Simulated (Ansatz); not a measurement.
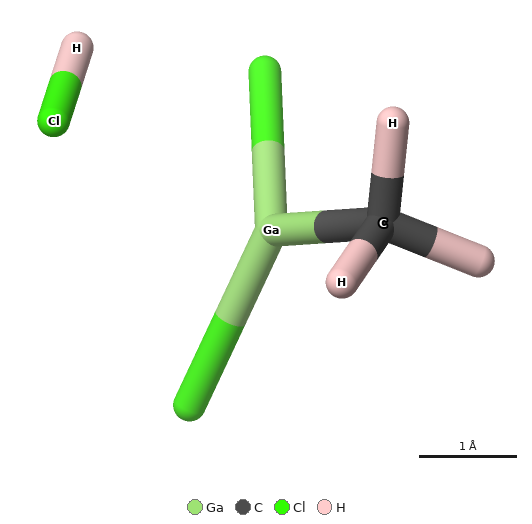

**Figure 1.** The input geometry (stick view, seen at a tilt). Sticks mark near contacts. Bond lengths as drawn: Cl–Ga 2.15 to 2.19 Å, Cl–H 1.30 Å, C–Ga 1.94 Å and C–H 1.10 Å.

Nudged elastic band of CH4Cl3Ga

The run: nudged elastic band of CH4Cl3Ga. Method and program: RKS r2SCANh-D4/def2-SVP (Ansatz 0.2.0).

It belongs to a series of runs on one base structure; here: band between the two ends.

## Log
```
Engine: ansatz 0.2.0, aarch64-unknown-linux-gnu
Functional definition: r2SCANh
  parameter a = 0.1
  parameter k0 = 0.174
  parameter k1 = 0.065
  parameter a1 = 4.9479
  exchange = (1 - a)*r2scan_x(k0 = k0, k1 = k1, a1 = a1) + a*exact_x
  correlation = r2scan_c
1221 factors; integrals over basis functions are off by at most 4.7e-4 eV
mean field evaluation 1: about -91023.4475 eV, gradient 5.1e1 eV
mean field evaluation 2: about -91018.6545 eV, gradient 6.5e1 eV
mean field evaluation 4: about -91029.2412 eV, gradient 1.9e0 eV
mean field evaluation 8: about -91029.2448 eV, gradient 9.8e-2 eV
mean field evaluation 16: about -91029.2448 eV, gradient 2.1e-5 eV
mean field -91029.24481313 eV, -3345.2630450441 hartree, gradient 2.1e-5 eV, S^2 0.000000; 0 other end points of the search recorded, 0 dependent functions left out
the calculation of the forces begins
reference -91029.24482246 eV, -3345.2630453871 hartree; 46, 46 occupied and 74, 74 virtual orbitals, 1221 factors
1221 factors; integrals over basis functions are off by at most 1.1e-3 eV
mean field evaluation 32: about -91030.1796 eV, gradient 6.6e-5 eV
mean field -91030.17955719 eV, -3345.2973962549 hartree, gradient 6.6e-5 eV, S^2 0.000000; 0 other end points of the search recorded, 0 dependent functions left out
[... from here on the field's lines of each further geometry are left out, up to the last ...]
NEB iter   1: max|band force component| = 1.680e1 eV/Å  barrier→ = 3.7624 eV  barrier← = 4.6961 eV  Δτ_max = 0.2000 Å  (181 SCF iters)
NEB iter   2: max|band force component| = 4.594e0 eV/Å  barrier→ = 0.8980 eV  barrier← = 1.8317 eV  Δτ_max = 0.1921 Å  (149 SCF iters)
NEB iter   3: max|band force component| = 2.353e0 eV/Å  barrier→ = 1.0309 eV  barrier← = 1.9647 eV  Δτ_max = 0.1975 Å  (138 SCF iters)
NEB iter   4: max|band force component| = 1.330e0 eV/Å  barrier→ = 0.7862 eV  barrier← = 1.7199 eV  Δτ_max = 0.2000 Å  (140 SCF iters)
NEB iter   5: max|band force component| = 4.284e0 eV/Å  barrier→ = 0.8065 eV  barrier← = 1.7402 eV  Δτ_max = 0.0995 Å  (137 SCF iters)
NEB iter   6: max|band force component| = 1.115e0 eV/Å  barrier→ = 0.6597 eV  barrier← = 1.5934 eV  Δτ_max = 0.1980 Å  (140 SCF iters)
NEB iter   7: max|band force component| = 6.543e-1 eV/Å  barrier→ = 0.7484 eV  barrier← = 1.6821 eV  Δτ_max = 0.1996 Å  (141 SCF iters)
NEB iter   8: max|band force component| = 5.357e-1 eV/Å  barrier→ = 0.7792 eV  barrier← = 1.7129 eV  Δτ_max = 0.1446 Å  (135 SCF iters)
NEB iter   9: max|band force component| = 3.614e-1 eV/Å  barrier→ = 0.7785 eV  barrier← = 1.7122 eV  CI = image 4  Δτ_max = 0.1280 Å  (139 SCF iters)
NEB iter  10: max|band force component| = 7.830e-1 eV/Å  barrier→ = 0.7709 eV  barrier← = 1.7046 eV  CI = image 4  Δτ_max = 0.0639 Å  (139 SCF iters)
NEB iter  11: max|band force component| = 1.089e-1 eV/Å  barrier→ = 0.7693 eV  barrier← = 1.7030 eV  CI = image 4  Δτ_max = 0.0434 Å  (138 SCF iters)
NEB iter  12: max|band force component| = 6.069e-2 eV/Å  barrier→ = 0.7681 eV  barrier← = 1.7018 eV  CI = image 4  Δτ_max = 0.0449 Å  (127 SCF iters)
NEB iter  13: max|band force component| = 5.165e-2 eV/Å  barrier→ = 0.7669 eV  barrier← = 1.7006 eV  CI = image 4  Δτ_max = 0.0412 Å  (137 SCF iters)
NEB iter  14: max|band force component| = 5.005e-2 eV/Å  barrier→ = 0.7665 eV  barrier← = 1.7002 eV  CI = image 4  Δτ_max = 0.0206 Å  (139 SCF iters)
NEB iter  15: max|band force component| = 4.877e-2 eV/Å  barrier→ = 0.7659 eV  barrier← = 1.6996 eV  CI = image 4  Δτ_max = 0.0206 Å  (139 SCF iters)
NEB iter  16: max|band force component| = 3.325e-2 eV/Å  barrier→ = 0.7653 eV  barrier← = 1.6990 eV  CI = image 4  Δτ_max = 0.0320 Å  (27 SCF iters)
NEB iter  17: max|band force component| = 6.716e-2 eV/Å  barrier→ = 0.7646 eV  barrier← = 1.6983 eV  CI = image 4  Δτ_max = 0.0413 Å  (28 SCF iters)
NEB iter  18: max|band force component| = 6.711e-2 eV/Å  barrier→ = 0.7641 eV  barrier← = 1.6978 eV  CI = image 4  Δτ_max = 0.0731 Å  (138 SCF iters)
NEB iter  19: max|band force component| = 3.739e-2 eV/Å  barrier→ = 0.7636 eV  barrier← = 1.6973 eV  CI = image 4  Δτ_max = 0.0243 Å  (136 SCF iters)
the calculation of the forces begins
reference -91029.93995647 eV, -3345.2885910909 hartree; 46, 46 occupied and 74, 74 virtual orbitals, 1221 factors
1221 factors; integrals over basis functions are off by at most 1.1e-3 eV
mean field evaluation 768: about -91028.3980 eV, gradient 6.0e0 eV
mean field -91028.47959592 eV, -3345.2349238304 hartree, gradient 1.8e-5 eV, S^2 0.000000; 1 other end points of the search recorded, 0 dependent functions left out
the calculation of the forces begins
reference -91028.47960516 eV, -3345.2349241701 hartree; 46, 46 occupied and 74, 74 virtual orbitals, 1221 factors
NEB iter  20: max|band force component| = 4.238e-2 eV/Å  barrier→ = 0.7633 eV  barrier← = 1.6970 eV  CI = image 4  Δτ_max = 0.0000 Å  (163 SCF iters)
```

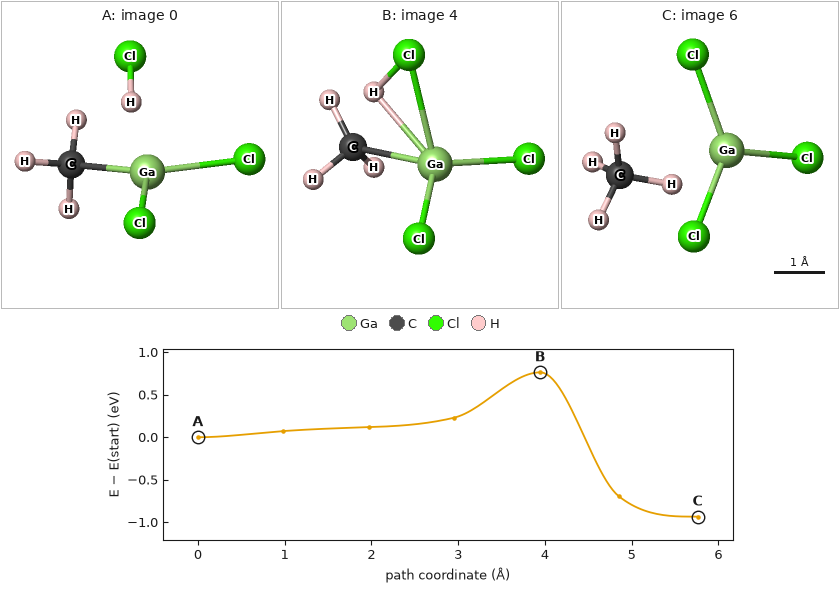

**Figure 2.** Images of the last band (counted from 0; ball-and-stick, seen at a tilt) above the energy along the path; the line is a cubic interpolation that uses the forces. The highest image is number 4, 0.763 eV above the start and 1.697 eV above the end (the climbing image); the end lies 0.934 eV below the start. The path is 5.76 Å long. The band converged in 20 iterations.

```
Total energy: -91028.55670866 eV, -3345.2377576715 hartree
Atom 0 at    -0.115540    -0.946051     0.455798 Å, force    -0.000875    -0.000118     0.002550 eV/Å
Atom 1 at    -0.364642     0.900761    -0.425774 Å, force    -0.005760    -0.004814    -0.008887 eV/Å
Atom 2 at    -0.536837    -2.614015    -0.813635 Å, force    -0.000792    -0.000031     0.000803 eV/Å
Atom 3 at    -0.700529    -0.999999     2.510087 Å, force     0.000601     0.000045     0.000191 eV/Å
Atom 4 at     1.067233     0.406682    -0.193636 Å, force     0.003810    -0.002833     0.000039 eV/Å
Atom 5 at     2.247305    -0.423318     0.287915 Å, force    -0.000217     0.000142    -0.002287 eV/Å
Atom 6 at     0.318457     1.488546    -1.066838 Å, force    -0.000157     0.005277     0.006092 eV/Å
Atom 7 at    -1.177389     0.618126    -1.113719 Å, force     0.005050    -0.000066     0.001748 eV/Å
Atom 8 at    -0.738061     1.569267     0.359902 Å, force    -0.001659     0.002398    -0.000249 eV/Å
Dipole moment:    -0.044673     0.666906    -0.339837 e Å
this run last wrote the band of iteration 20 to [file]; this run last wrote the band within `neb.f_tol` of iteration 19 to [file]
```

## The last band as extended XYZ (Å, eV, eV/Å)
```
9
Properties=species:S:1:pos:R:3:forces:R:3 image=0 energy=-91029.31999
Ga   -0.3333   -0.6745    0.0831    0.0091  -0.0010  -0.0139
C    -0.7652    1.0427   -0.7013   -0.0017  -0.0017  -0.0061
Cl   -0.3704   -2.5395   -0.9846    0.0016   0.0017   0.0010
Cl   -0.3468   -0.9668    2.2507   -0.0052  -0.0033   0.0207
H     1.9983   -0.6271    1.5638    0.0005  -0.0008  -0.0056
Cl    2.3829   -0.3477    0.3537    0.0008  -0.0030   0.0036
H    -0.2665    1.1462   -1.6737   -0.0022   0.0034   0.0000
H    -1.8508    1.1116   -0.8561   -0.0028   0.0028   0.0024
H    -0.4482    1.8551   -0.0356   -0.0002   0.0020  -0.0021
9
Properties=species:S:1:pos:R:3:forces:R:3 image=1 energy=-91029.24740
Ga   -0.4468   -0.7834    0.1396    0.0008   0.0047  -0.0137
C    -0.7147    0.9748   -0.6358   -0.0133   0.0019  -0.0099
Cl   -0.4920   -2.6081   -0.9983   -0.0018   0.0000   0.0048
Cl   -0.5911   -1.0670    2.2808    0.0345   0.0103  -0.0031
H     2.2338    0.0846    1.3501    0.0018  -0.0377   0.0544
Cl    2.3215   -0.5421    0.2272   -0.0026   0.0122  -0.0099
H    -0.0200    1.1242   -1.4723   -0.0116   0.0049  -0.0129
H    -1.7421    1.0661   -1.0137   -0.0084  -0.0019   0.0002
H    -0.5486    1.7510    0.1225    0.0004   0.0055  -0.0099
9
Properties=species:S:1:pos:R:3:forces:R:3 image=2 energy=-91029.20135
Ga   -0.4696   -0.8505    0.2510    0.0049   0.0046   0.0135
C    -0.6766    0.9059   -0.5554   -0.0116   0.0019  -0.0017
Cl   -0.4251   -2.6701   -0.8974   -0.0009  -0.0027  -0.0037
Cl   -0.8055   -1.1470    2.3602   -0.0015  -0.0007  -0.0064
H     2.2707    0.6471    0.6107    0.0170   0.0093   0.0286
Cl    2.2916   -0.6206    0.3838    0.0081  -0.0120  -0.0111
H     0.0841    1.0665   -1.3305   -0.0043  -0.0067  -0.0157
H    -1.6650    0.9760   -1.0295   -0.0195   0.0021  -0.0037
H    -0.6047    1.6927    0.2073    0.0079   0.0042   0.0002
9
Properties=species:S:1:pos:R:3:forces:R:3 image=3 energy=-91029.09009
Ga   -0.3737   -0.8667    0.3763   -0.0760   0.0363  -0.0088
C    -0.5837    0.8865   -0.4646   -0.0830  -0.0175  -0.0457
Cl   -0.4647   -2.6751   -0.7805    0.0201  -0.0264  -0.0011
Cl   -0.7461   -1.0935    2.4825    0.0052  -0.0293   0.0003
H     1.8175    0.5576   -0.1193    0.2358   0.0118   0.0330
Cl    2.3179   -0.4953    0.4387    0.0033   0.0147   0.0048
H     0.2542    1.2005   -1.1074   -0.0231  -0.0730   0.0146
H    -1.4599    0.8316   -1.1252   -0.0752   0.0623   0.0200
H    -0.7615    1.6543    0.2997   -0.0070   0.0210  -0.0170
9
Properties=species:S:1:pos:R:3:forces:R:3 image=4 energy=-91028.55670
Ga   -0.1155   -0.9461    0.4558   -0.0009  -0.0001   0.0026
C    -0.3646    0.9008   -0.4258   -0.0058  -0.0048  -0.0089
Cl   -0.5368   -2.6140   -0.8136   -0.0008   0.0000   0.0008
Cl   -0.7005   -1.0000    2.5101    0.0006   0.0000   0.0002
H     1.0672    0.4067   -0.1936    0.0038  -0.0028   0.0000
Cl    2.2473   -0.4233    0.2879   -0.0002   0.0001  -0.0023
H     0.3185    1.4885   -1.0668   -0.0002   0.0053   0.0061
H    -1.1774    0.6181   -1.1137    0.0050  -0.0001   0.0017
H    -0.7381    1.5693    0.3599   -0.0017   0.0024  -0.0002
9
Properties=species:S:1:pos:R:3:forces:R:3 image=5 energy=-91030.01599
Ga    0.2412   -1.2039    0.5629    0.3726  -0.2867   0.1241
C    -0.2970    1.0748   -0.4934    0.0986   0.1681  -0.0811
Cl   -0.6007   -2.5420   -0.8653   -0.0422   0.0664  -0.0305
Cl   -0.7249   -0.9401    2.4421   -0.0339   0.0864  -0.0610
H     0.6565    0.5558   -0.2461   -0.4304   0.1533  -0.0498
Cl    2.3661   -0.8024    0.4371    0.1073  -0.3761   0.1791
H     0.1238    1.7714   -1.2239   -0.2176   0.3148  -0.1509
H    -1.0751    0.4871   -0.9950    0.1274  -0.1609   0.0688
H    -0.6899    1.5992    0.3816    0.0182   0.0346   0.0013
9
Properties=species:S:1:pos:R:3:forces:R:3 image=6 energy=-91030.25369
Ga    0.3285   -1.4488    0.6144    0.0019  -0.0008   0.0006
C    -0.2785    1.2220   -0.5149   -0.0055   0.0068   0.0036
Cl   -0.6788   -2.5649   -0.8891   -0.0001   0.0011   0.0003
Cl   -0.7117   -0.8678    2.3716    0.0015  -0.0001  -0.0021
H     0.7524    0.9874   -0.2129   -0.0013   0.0003   0.0006
Cl    2.4447   -1.2591    0.5282   -0.0041   0.0014   0.0001
H    -0.2226    1.9620   -1.3225    0.0008  -0.0047   0.0042
H    -0.8023    0.3408   -0.9128    0.0006   0.0012   0.0018
H    -0.8316    1.6285    0.3381    0.0062  -0.0051  -0.0092
```

The run was set up as follows.

## The input
```yaml
crystal:
  periodic: [false, false, false]
  atoms:
    - { symbol: Ga, position_ang: [-0.333297, -0.674476, 0.083074] }
    - { symbol: C, position_ang: [-0.765195, 1.042666, -0.701252] }
    - { symbol: Cl, position_ang: [-0.370431, -2.539489, -0.984554] }
    - { symbol: Cl, position_ang: [-0.346828, -0.966824, 2.250667] }
    - { symbol: H, position_ang: [1.99834, -0.627141, 1.56384] }
    - { symbol: Cl, position_ang: [2.382865, -0.347672, 0.353716] }
    - { symbol: H, position_ang: [-0.266507, 1.146183, -1.673668] }
    - { symbol: H, position_ang: [-1.850777, 1.111607, -0.85612] }
    - { symbol: H, position_ang: [-0.448172, 1.855144, -0.035604] }
basis:
  gaussian: { orbitals: def2-SVP }
hamiltonian:
  xc: r2scanh
  dispersion: d4
neb:
  order_check: false
  images: 5
  f_tol: 0.05
  max_iterations: 60
  final_atoms:
    - { symbol: Ga, position_ang: [0.32851494, -1.44882082, 0.6143658] }
    - { symbol: C, position_ang: [-0.2785374, 1.22196667, -0.5149435] }
    - { symbol: Cl, position_ang: [-0.67882271, -2.56489284, -0.88906207] }
    - { symbol: Cl, position_ang: [-0.71173518, -0.86781834, 2.3715949] }
    - { symbol: H, position_ang: [0.7524489, 0.987394, -0.21289532] }
    - { symbol: Cl, position_ang: [2.44465293, -1.25907319, 0.52821354] }
    - { symbol: H, position_ang: [-0.22264316, 1.96195127, -1.32250836] }
    - { symbol: H, position_ang: [-0.80231099, 0.34079622, -0.91280997] }
    - { symbol: H, position_ang: [-0.83156934, 1.62849504, 0.33814397] }
  initial_path:
    images:
      - { positions_ang: [[-0.333297, -0.674476, 0.083074], [-0.765195, 1.042666, -0.701252], [-0.370431, -2.539489, -0.984554], [-0.346828, -0.966824, 2.250667], [1.99834, -0.627141, 1.56384], [2.382865, -0.347672, 0.353716], [-0.266507, 1.146183, -1.673668], [-1.850777, 1.111607, -0.85612], [-0.448172, 1.855144, -0.035604]] }
      - { positions_ang: [[-0.26464408, -0.80781725, 0.24103364], [-0.60200748, 1.0188828, -0.63395371], [-0.476183, -2.56200644, -0.89901936], [-0.45262153, -0.94701915, 2.35242382], [1.6488292, -0.29269048, 0.97323892], [2.38999134, -0.40083187, 0.3167083], [-0.10962007, 1.37307942, -1.44326131], [-1.54497349, 0.91990517, -0.9900852], [-0.58877289, 1.6984958, 0.0830139]] }
      - { positions_ang: [[-0.19599116, -0.94115851, 0.39899329], [-0.43881995, 0.9950996, -0.56665541], [-0.58193499, -2.58452389, -0.81348472], [-0.55841506, -0.92721429, 2.45418064], [1.2993184, 0.04176004, 0.38263784], [2.39711768, -0.45399174, 0.2797006], [0.04726685, 1.59997584, -1.21285463], [-1.23916999, 0.72820335, -1.12405041], [-0.72937379, 1.54184759, 0.20163181]] }
      - { positions_ang: [[-0.12733824, -1.07449976, 0.55695293], [-0.27563243, 0.97131639, -0.49935712], [-0.68768699, -2.60704133, -0.72795008], [-0.66420859, -0.90740944, 2.55593745], [0.9498076, 0.37621056, -0.20796324], [2.40424403, -0.5071516, 0.2426929], [0.20415378, 1.82687226, -0.98244794], [-0.93336648, 0.53650152, -1.25801561], [-0.86997468, 1.38519939, 0.32024971]] }
      - { positions_ang: [[0.02461282, -1.19927345, 0.57609056], [-0.27660075, 1.05486649, -0.50455258], [-0.68473223, -2.59299183, -0.78165408], [-0.68005078, -0.89421241, 2.49448994], [0.88402136, 0.57993838, -0.20960727], [2.41771366, -0.75779213, 0.33786645], [0.06188814, 1.8718986, -1.09580141], [-0.88968132, 0.47126642, -1.14294707], [-0.8571729, 1.46629794, 0.32621446]] }
      - { positions_ang: [[0.17656388, -1.32404713, 0.59522818], [-0.27756908, 1.13841658, -0.50974804], [-0.68177747, -2.57894234, -0.83535807], [-0.69589298, -0.88101538, 2.43304242], [0.81823513, 0.78366619, -0.21125129], [2.43118329, -1.00843266, 0.43303999], [-0.08037751, 1.91692493, -1.20915489], [-0.84599615, 0.40603132, -1.02787852], [-0.84437112, 1.54739649, 0.33217922]] }
      - { positions_ang: [[0.32851494, -1.44882082, 0.6143658], [-0.2785374, 1.22196667, -0.5149435], [-0.67882271, -2.56489284, -0.88906207], [-0.71173518, -0.86781834, 2.3715949], [0.7524489, 0.987394, -0.21289532], [2.44465293, -1.25907319, 0.52821354], [-0.22264316, 1.96195127, -1.32250836], [-0.80231099, 0.34079622, -0.91280997], [-0.83156934, 1.62849504, 0.33814397]] }
```

Launched with:
```bash
ansatz run input.yaml --threads 4 --pin off --max-ram 5120MiB --backend cpu --events-out ev --progress --plain --runs-dir out
```

## Key numbers

```json
{"quantity": "outcome", "value": "converged"}
{"quantity": "barrier, forward", "value": "0.763 eV"}
{"quantity": "barrier, backward", "value": "1.697 eV"}
{"quantity": "hardware", "value": "4 threads of Arm Neoverse N1, 98 GiB of memory available, shared host"}
{"quantity": "wall time", "value": "9.6 min (CPU time 36 min)"}
{"quantity": "peak memory", "value": "0.37 GiB"}
```

## Notes

The order of the saddle point was not checked.
